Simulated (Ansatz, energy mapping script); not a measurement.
# Spin model of MnO (Manganosite) from collinear orders

How strongly do the moments of MnO (Manganosite) couple under r²SCAN? The plan is to run several orders and fit a Heisenberg model.

Calculated with Ansatz 0.2.0; r²SCAN; plane waves, collinear spin, no spin–orbit coupling.

In doubt: warnings of the run leave room for a lower electronic state (step 2), so energies may not be the lowest and differences between runs may mislead.

### 1. Starting point

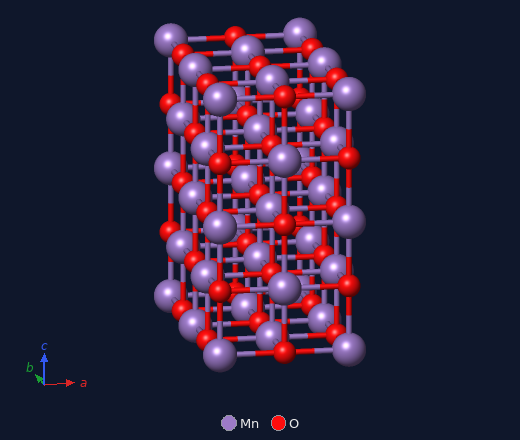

The cell as given, slightly off an axis (manganese light purple, oxygen red). 1×2×2 cells are drawn. This picture shows the conventional cell, with its axes. Some periodic images of atoms are drawn too.

Structure file:

```cif
data_structure
_symmetry_space_group_name_H-M 'Fm-3m'
_symmetry_Int_Tables_number 225
_cell_length_a 4.4460
_cell_length_b 4.4460
_cell_length_c 4.4460
_cell_angle_alpha 90.000
_cell_angle_beta 90.000
_cell_angle_gamma 90.000
_cell_volume 87.88
loop_
_atom_site_label
_atom_site_type_symbol
_atom_site_symmetry_multiplicity
_atom_site_Wyckoff_symbol
_atom_site_fract_x
_atom_site_fract_y
_atom_site_fract_z
_atom_site_occupancy
Mn1 Mn 4 a 0.00000 0.00000 0.00000 1
O1 O 4 b 0.50000 0.00000 0.00000 1
```

The meta-GGA has less self-interaction than a GGA and tends to give larger moments than a GGA does.

### 2. Parallel start in cell A (4 atoms)

The parallel order is the zero of energy for this cell and mesh.

Input file input.yaml:

```yaml
crystal:
  lattice:
    - [0.0, -2.223, -2.223]
    - [0.0, 2.223, -2.223]
    - [4.446, 0.0, 0.0]
  atoms:
    - { symbol: Mn, position: [0.5, 0.5, 0.5], spin: 4.5 }
    - { symbol: Mn, position: [0.0, 0.0, 0.0], spin: 4.5 }
    - { symbol: O, position: [0.5, 0.5, 0.0] }
    - { symbol: O, position: [0.0, 0.0, 0.5] }
magnetization:
  spin_polarized: true
kpoints:
  mp_grid: { grid: [6, 6, 5] }
hamiltonian:
  xc: r2scan
scf:
  occupations: { method: fermi_dirac, width: 0.05 }
output:
  eigenvalues: true
```

Launch:

```console
$ ansatz run input.yaml --threads 4 --pin off --max-ram 8192MiB --backend cpu --events-out ev --progress --plain --runs-dir out
```

Numbers of over 12 decimals in the logs are rounded to 6 here.

The program printed:

```text
Engine: ansatz 0.2.0, aarch64-unknown-linux-gnu
Pseudopotentials: kind: paw
Pseudopotential: Mn, paw, valence charge 15, recommended cutoff 500 eV (meta_gga), Mn.paw.azcp
Pseudopotential: O, paw, valence charge 6, recommended cutoff 500 eV (meta_gga), O.paw.azcp
Functional definition: r2SCAN
  parameter k0 = 0.174
  parameter k1 = 0.065
  parameter a1 = 4.9479
  exchange = r2scan_x(k0 = k0, k1 = k1, a1 = a1)
  correlation = r2scan_c
Crystal: 4 atoms, lattice volume = 43.942 Å³
Basis set: ecut = 500 eV, 1093 PW (Γ), exchange–correlation on 96×96×144 points (64 copies of the dense FFT grid, shifted against one another)
Bands: 31, of which v1, the nominal top of the filled ones, is band 21 counted from 1 (20 counted from 0)
Symmetry: 32 space group operations
Space group: Fm-3m (ITA 225), of the structure as read, at distance tolerance 3.5e-5 Å
Magnetic group: BNS 225.116 (UNI 1618), of the structure as read, at distance tolerance 3.5e-5 Å
k-points: 30 of 180
Non-local potential: Mn, projectors of the file, l = 0: 3, l = 1: 2, l = 2: 3, l = 3: 1
Non-local potential: O, projectors of the file, l = 0: 2, l = 1: 2, l = 2: 1
PAW form: soft (Blöchl's): semilocal exchange-correlation on the pseudo side does not see the compensation charge
PAW frozen core: Mn, regenerated for the run's functional (the file was generated under x = pbe(κ = 0.804, μ = 0.219515), c = pbe(β = 0.066725))
PAW frozen core: O, regenerated for the run's functional (the file was generated under x = pbe(κ = 0.804, μ = 0.219515), c = pbe(β = 0.066725))
PAW one-centre angular grid: Mn, 590 points (default); XC on 160 Gauss nodes
PAW one-centre angular grid: O, 302 points (default); XC on 160 Gauss nodes
Initial density: superposition of atomic densities (chi_scale 0.1, normalization cell, long waves kept (reshape's long-wave potential 0.00 eV rms))
Starting moments: Σ|m| = 9 μB on 2 of 4 sites
Initial wavefunctions: pseudopotential atomic-orbital guess
Functional: x = r2scan, c = r2scan; τ floored in thin density (d = 2e-4 eV/Å³)
SCF iter   1: F=—  HF=-8947.650251 eV  |F-HF|=—  |Δ(HF+E_count)|=         —  Δρ=1.27e-1 (↑1.27e-1 ↓5.76e-2)  dr2=9.04e0  dr2_τ=2.68e-2  dr2_m=1.23e0  M=9.762 μB ∫|m|=9.762 μB  β_m=1.00  ethr=3.10e-3  ⟨swp⟩=4.6  Hψ=6309  notcnv=0
Mixer restart at iter 1: flushing history
preconditioner: auto → Kerker (q_TF=auto, 2.708 Å⁻¹)  [metal: Δε(μ)=0.022 eV  Ē_g=11.808 eV  σ=0.050 eV  W_gap=0.11  n_scr=14 (ndim 8)  ℏωp=28.6 eV  f_vac=0.000  D(μ)=1.27/eV (n_scr^D=6)]
spin=Collinear: Kerker preconditioning applied to the charge; magnetization (m = ρ↑ − ρ↓) channel mixes plain (no charge-response kernel on spin).
SCF iter   2: F=—  HF=-8946.737819 eV  |F-HF|=—  |Δ(HF+E_count)|=   9.12e-1  Δρ=4.58e-2 (↑4.19e-2 ↓4.58e-2)  dr2=2.81e0  dr2_τ=5.19e-2  dr2_m=1.88e-2  M=9.929 μB ∫|m|=9.929 μB  β_m=1.00  ethr=3.10e-3  ⟨swp⟩=2.9  Hψ=4102  notcnv=0  defer=151  κ⁻¹=1.0e0(r=1)
SCF iter   3: F=—  HF=-8947.019122 eV  |F-HF|=—  |Δ(HF+E_count)|=   2.81e-1  Δρ=2.19e-2 (↑1.56e-2 ↓2.19e-2)  dr2=5.75e-1  dr2_τ=7.38e-3  dr2_m=1.14e-2  M=9.972 μB ∫|m|=9.972 μB  β_m=1.00  ethr=3.10e-3  ⟨swp⟩=2.9  Hψ=3504  notcnv=0  defer=150  κ⁻¹=7.8e-2(r=2)
SCF iter   4: F=—  HF=-8947.185799 eV  |F-HF|=—  |Δ(HF+E_count)|=   1.67e-1  Δρ=1.05e-2 (↑1.00e-2 ↓1.05e-2)  dr2=1.43e-1  dr2_τ=1.98e-3  dr2_m=1.26e-3  M=9.989 μB ∫|m|=9.989 μB  β_m=1.00  ethr=1.37e-3  ⟨swp⟩=2.5  Hψ=3708  notcnv=0  defer=150  κ⁻¹=5.3e-3(r=3)
SCF iter   5: F=—  HF=-8947.202589 eV  |F-HF|=—  |Δ(HF+E_count)|=         —  Δρ=4.80e-3 (↑4.80e-3 ↓4.71e-3)  dr2=2.37e-2  dr2_τ=4.75e-4  dr2_m=1.99e-4  M=9.996 μB ∫|m|=9.996 μB  β_m=1.00  ethr=3.40e-4  ⟨swp⟩=2.5  Hψ=3525  notcnv=0  defer=150
Mixer restart at iter 5: flushing history
SCF iter   6: F=—  HF=-8947.211869 eV  |F-HF|=—  |Δ(HF+E_count)|=   9.28e-3  Δρ=3.77e-3 (↑3.71e-3 ↓3.77e-3)  dr2=1.48e-2  dr2_τ=2.90e-4  dr2_m=4.60e-6  M=9.995 μB ∫|m|=9.995 μB  β_m=1.00  ethr=5.63e-5  ⟨swp⟩=1.7  Hψ=2191  notcnv=0  defer=150  κ⁻¹=1.0e0(r=1)
SCF iter   7: F=—  HF=-8947.227733 eV  |F-HF|=—  |Δ(HF+E_count)|=   1.59e-2  Δρ=1.25e-3 (↑1.25e-3 ↓9.51e-4)  dr2=1.15e-3  dr2_τ=3.22e-5  dr2_m=3.09e-5  M=9.994 μB ∫|m|=9.994 μB  β_m=1.00  ethr=3.53e-5  ⟨swp⟩=2.0  Hψ=3299  notcnv=0  defer=150  κ⁻¹=1.5e-2(r=2)
SCF iter   8: F=—  HF=-8947.228542 eV  |F-HF|=—  |Δ(HF+E_count)|=   8.09e-4  Δρ=6.17e-4 (↑6.17e-4 ↓5.53e-4)  dr2=3.29e-4  dr2_τ=1.03e-5  dr2_m=1.43e-6  M=9.993 μB ∫|m|=9.993 μB  β_m=1.00  ethr=2.74e-6  ⟨swp⟩=1.8  Hψ=2278  notcnv=0  defer=150  κ⁻¹=9.1e-3(r=3)
SCF iter   9: F=—  HF=-8947.228962 eV  |F-HF|=—  |Δ(HF+E_count)|=   4.20e-4  Δρ=2.71e-4 (↑2.71e-4 ↓2.60e-4)  dr2=4.37e-5  dr2_τ=1.83e-6  dr2_m=4.88e-6  M=9.993 μB ∫|m|=9.993 μB  β_m=1.00  ethr=7.84e-7  ⟨swp⟩=2.0  Hψ=2556  notcnv=0  defer=150  κ⁻¹=6.2e-4(r=4)
SCF iter  10: F=—  HF=-8947.229065 eV  |F-HF|=—  |Δ(HF+E_count)|=   1.03e-4  Δρ=1.64e-4 (↑1.53e-4 ↓1.64e-4)  dr2=2.14e-5  dr2_τ=5.37e-7  dr2_m=8.19e-8  M=9.994 μB ∫|m|=9.994 μB  β_m=1.00  ethr=1.04e-7  ⟨swp⟩=2.0  Hψ=2644  notcnv=0  defer=150  κ⁻¹=8.5e-5(r=5)
SCF iter  11: F=—  HF=-8947.229088 eV  |F-HF|=—  |Δ(HF+E_count)|=   2.31e-5  Δρ=4.39e-5 (↑4.39e-5 ↓4.07e-5)  dr2=1.89e-6  dr2_τ=3.65e-8  dr2_m=1.94e-7  M=9.994 μB ∫|m|=9.994 μB  β_m=1.00  ethr=5.10e-8  ⟨swp⟩=2.3  Hψ=2937  notcnv=0  defer=150  κ⁻¹=1.8e-5(r=6)
SCF iter  12: F=—  HF=-8947.229089 eV  |F-HF|=—  |Δ(HF+E_count)|=   1.05e-6  Δρ=1.04e-5 (↑1.01e-5 ↓1.04e-5)  dr2=3.95e-8  dr2_τ=4.25e-9  dr2_m=3.91e-9  M=9.994 μB ∫|m|=9.994 μB  β_m=1.00  ethr=4.49e-9  ⟨swp⟩=2.0  Hψ=2638  notcnv=0  defer=150  κ⁻¹=1.1e-5(r=7)
SCF iter  13: F=—  HF=-8947.229089 eV  |F-HF|=—  |Δ(HF+E_count)|=   1.98e-7  Δρ=7.40e-6 (↑7.26e-6 ↓7.40e-6)  dr2=1.92e-8  dr2_τ=2.05e-9  dr2_m=9.63e-11  M=9.994 μB ∫|m|=9.994 μB  β_m=1.00  ethr=9.40e-11  ⟨swp⟩=2.0  Hψ=3088  notcnv=0  defer=150  κ⁻¹=9.9e-7(r=8)
SCF iter  14: F=—  HF=-8947.229090 eV  |F-HF|=—  |Δ(HF+E_count)|=   2.05e-7  Δρ=4.78e-6 (↑4.18e-6 ↓4.78e-6)  dr2=1.41e-8  dr2_τ=6.83e-10  dr2_m=2.50e-10  M=9.994 μB ∫|m|=9.994 μB  β_m=1.00  ethr=4.58e-11  ⟨swp⟩=2.0  Hψ=3125  notcnv=0  defer=150  κ⁻¹=4.9e-8(r=8)
SCF iter  15: F=-8947.229090 eV  HF=-8947.229090 eV  |F-HF|=3.55e-9  |Δ(HF+E_count)|=   9.64e-8  Δρ=5.49e-6 (↑4.44e-6 ↓5.49e-6)  dr2=3.37e-8  dr2_τ=8.15e-10  dr2_m=2.67e-10  M=9.994 μB ∫|m|=9.994 μB  ethr=3.35e-11  ⟨swp⟩=5.5  Hψ=6786  notcnv=0
SCF 1 converged in 15 iterations: F = -8947.229090 eV  dr2 = 3.37e-8
  greatest PAW one-centre occupation: 1.006 electrons in one spin orbital (limit 2), on the Mn atom at site 1 (counted from 0), in its partial waves of l = 1
WARN: an SCF from antiferromagnetic starting moments (-4.59, 4.59, 0.00, 0.00 Bohr magnetons, atom by atom) was not made, by what the run has read of turns of its moments that order reads lower: the deck asks for what bars it, or types moments that do (magnetization.spin_polarized, in the input reference, names some of the keys), or the run goes by scf.lower_state_search: light, the default, which as a rule tries one only behind a close that has lost an order of both signs, or on which an open d or half-filled 4f shell of a PAW file has lost a moment that was set nearer to Hund's than to what is left; [rest of the remark cut]
this state was not tested for a lower state beside it, because the mixer in use, unlike msr1, does not test its closes by its own steps (another_mixer; see scf.mixing.algorithm and scf.lower_state_search)
SCF converged after 15 iterations
Magnetization: 9.9936 μB (25.9968 up, 16.0032 down)
Absolute magnetization: 9.9936 μB (∫|ρ↑−ρ↓|, with the PAW one-centre terms)
Spin contamination: 0.0096 ħ² per cell (⟨S²⟩ above its minimum at these occupations)
Per-site moments (μB) at R_I (Å): [(4.262457, 0.9169875), (4.262457, 0.9169875), (0.258557, 0.9169875), (0.258557, 0.9169875)]
Free energy (F): -8947.229090 eV
Harris-Foulkes:  -8947.229090 eV  (|F-HF|=3.55e-9)
Internal energy: -8947.226968 eV  (E = F + TS)
E sigma→0 (E₀):  -8947.228029 eV
Entropy (-TS):   -0.002122 eV (-0.530 meV/atom)
Fermi energy:    13.253753 eV
--- Per-component energies (eV) ---
  E_band       = -539.011629
  E_kinetic    = 950.987870
  E_local      = -4477.029292  (includes V_loc(G=0)·N_el)
  E_nonlocal   = 611.887410
  E_hartree    = 1800.003284
  E_xc         = -360.770462
  E_vxc        = -525.710439  (∫ρ·V_xc dr)
  E_paw        = -2960.692758  (= ΣΔE_a)
  E_vpaw       = -734.192186  (= ΣTr[D̂ρ^β])
  E_aug_tail   = 0.001987  (compensation charges beyond the density's cutoff)
  E_vtau       = 35.032813  (kinetic-family band-sum trace: ∫τ·v_τ [+ j·A + Jᵃ·Aᵃ] dr)
  E_ewald      = -4510.985038
  E_core_change = -0.629968  (= ΣΔE_core)
  E_smearing   = -0.002122  (= −TS)
  E_closure    = 0.000000  (closes the sum)
  Σ components = -8947.229090   (vs F -8947.229090, Δ=0.00e0)
--- Band table (eV; the first three rows and the last of 60) ---
  k-point 0 ↑: bands = [... 17 lower, 9.6020, 9.6042, 9.6042, 10.1087, 10.1093, 10.5110, 10.7117, 10.7117, ... 6 higher]
  k-point 1 ↑: bands = [... 17 lower, 9.5093, 10.1373, 10.1373, 10.1468, 10.4717, 10.7805, 10.7805, 10.8877, ... 6 higher]
  k-point 2 ↑: bands = [... 17 lower, 9.2712, 10.2458, 10.3699, 10.6347, 10.6347, 10.8341, 10.8341, 11.2625, ... 6 higher]
  k-point 29 ↓: bands = [... 17 lower, 15.0266, 16.0947, 16.0947, 16.6022, 16.6022, 16.9129, 16.9129, 17.3368, ... 6 higher]
```

Run time: 4.7 s. Hardware: 4 threads of Arm Neoverse V2, shared host; peak memory 0.47 GiB; 17 s of CPU time.

Spin moment in the sphere by atom:

| atom | spin moment in the sphere (μB) |
| --- | --- |
| Mn1 | 4.26 |
| Mn2 | 4.26 |
| O3 | 0.26 |
| O4 | 0.26 |

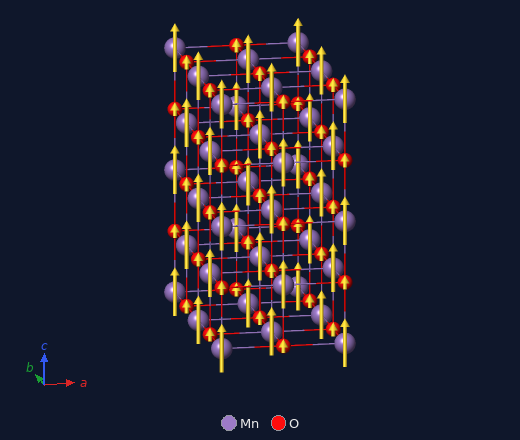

Spin moment in the sphere as arrows, the longest 4.26 μB. Up and down stand for the sign. Arrows give size and sign along the axis of quantisation, drawn up and down the page. Each arrow also spans its atom, so small moments look longer than they are. 1×2×2 conventional cells are drawn. Some periodic images of atoms are drawn too.

The run ends ferromagnetic.

### 3. Compensated +− start in cell A (4 atoms)

This order reverses 8 of the 12 neighbours at 3.14 Å and 0 of the 6 neighbours at 4.45 Å, counted for an average magnetic atom.

Edit input.yaml of step 2 so:

```diff
@@ -7,3 +7,3 @@
     - { symbol: Mn, position: [0.5, 0.5, 0.5], spin: 4.5 }
-    - { symbol: Mn, position: [0.0, 0.0, 0.0], spin: 4.5 }
+    - { symbol: Mn, position: [0.0, 0.0, 0.0], spin: -4.5 }
     - { symbol: O, position: [0.5, 0.5, 0.0] }
```

The program printed:

```text
[...]
Crystal: 4 atoms, lattice volume = 43.942 Å³
Basis set: ecut = 500 eV, 1093 PW (Γ), exchange–correlation on 96×96×144 points (64 copies of the dense FFT grid, shifted against one another)
Bands: 31, of which v1, the nominal top of the filled ones, is band 21 counted from 1 (20 counted from 0)
Symmetry: 16 space group operations
[...]
k-points: 30 of 180
[...]
Starting moments: Σ|m| = 9 μB on 2 of 4 sites
Starting magnetic order: antiferromagnet; a translation exchanges its spin sublattices: spin-degenerate at every k-point
[...]
SCF iter   1: F=—  HF=-8947.805713 eV  |F-HF|=—  |Δ(HF+E_count)|=         —  Δρ=9.69e-2 (↑9.69e-2 ↓9.69e-2)  dr2=8.79e0  dr2_τ=1.76e-2  dr2_m=1.16e0  M=0.000 μB ∫|m|=9.408 μB  β_m=0.30  ethr=3.10e-3  ⟨swp⟩=4.2  Hψ=3265  notcnv=0  defer=8
[...]
SCF iter  13: F=-8947.339006 eV  HF=-8947.339006 eV  |F-HF|=1.29e-9  |Δ(HF+E_count)|=   9.80e-9  Δρ=2.04e-6 (↑2.04e-6 ↓2.04e-6)  dr2=4.61e-10  dr2_τ=5.27e-11  dr2_m=1.46e-9  M=0.000 μB ∫|m|=9.584 μB  ethr=8.17e-11  ⟨swp⟩=5.8  Hψ=3825  notcnv=0
SCF 1 converged in 13 iterations: F = -8947.339006 eV  dr2 = 4.61e-10
[...]
SCF converged after 13 iterations
Magnetization: 0.0000 μB (21.0000 up, 21.0000 down)
Absolute magnetization: 9.5836 μB (∫|ρ↑−ρ↓|, with the PAW one-centre terms)
[...]
Per-site moments (μB) at R_I (Å): [(4.242042, 0.9169875), (-4.242042, 0.9169875), (-0.090606, 0.9169875), (0.090606, 0.9169875)]
Free energy (F): -8947.339006 eV
[...]
Internal energy: -8947.338959 eV  (E = F + TS)
E sigma→0 (E₀):  -8947.338982 eV
Entropy (-TS):   -0.000047 eV (-0.012 meV/atom)
Fermi energy:    13.495076 eV
[...]
--- Band table (eV; the first three rows and the last of 60) ---
  k-point 0 ↑: bands = [... 17 lower, 10.0160, 10.0160, 10.2190, 10.3741, 13.7564, 14.1595, 15.9276, 15.9276, ... 6 higher]
  k-point 1 ↑: bands = [... 17 lower, 10.2216, 10.4269, 10.4269, 10.9683, 14.1254, 14.6380, 16.0141, 16.0141, ... 6 higher]
  k-point 2 ↑: bands = [... 17 lower, 10.2258, 10.7918, 10.7918, 11.2881, 14.0696, 15.8349, 16.0076, 16.1561, ... 6 higher]
  k-point 29 ↓: bands = [... 17 lower, 10.3844, 10.6271, 10.7102, 11.8767, 15.4045, 15.4045, 16.4873, 16.8133, ... 6 higher]
```

Run time: 3.1 s. Hardware: 4 threads; peak memory 0.47 GiB; 11 s of CPU time.

Spin moment in the sphere by atom:

| atom | spin moment in the sphere (μB) |
| --- | --- |
| Mn1 | 4.24 |
| Mn2 | -4.24 |
| O3 | -0.09 |
| O4 | 0.09 |

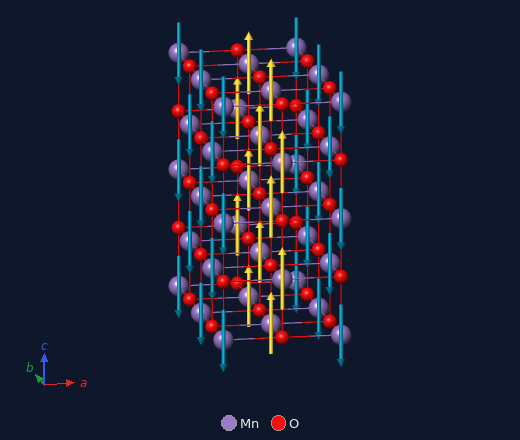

Spin moment in the sphere as arrows, the longest 4.24 μB. Up and down stand for the sign. Arrows give size and sign along the axis of quantisation, drawn up and down the page. The two directions have two colours. 1×2×2 conventional cells are drawn. Some periodic images of atoms are drawn too.

The run ends antiferromagnetic, 55.48 meV a magnetic atom below the parallel order of its cell.

[end of part 1 of 2]

[Logs and program files are shortened in this print: banners, set-up blocks, solver, clock and traceback lines can be left out without a mark of their own.]

[Logs are printed without paths, hosts, clocks, repeated set-up lines and the standing remarks that a program may print on its own settings, such as how far it seeks lower states.]

[Hosts, paths, dates, database ids (printed as entryN), source tags and the programs' standing remarks are cut or masked in the printed files.]

[Where a cell is said to come from a database of computed structures, the database is the Materials Project.]
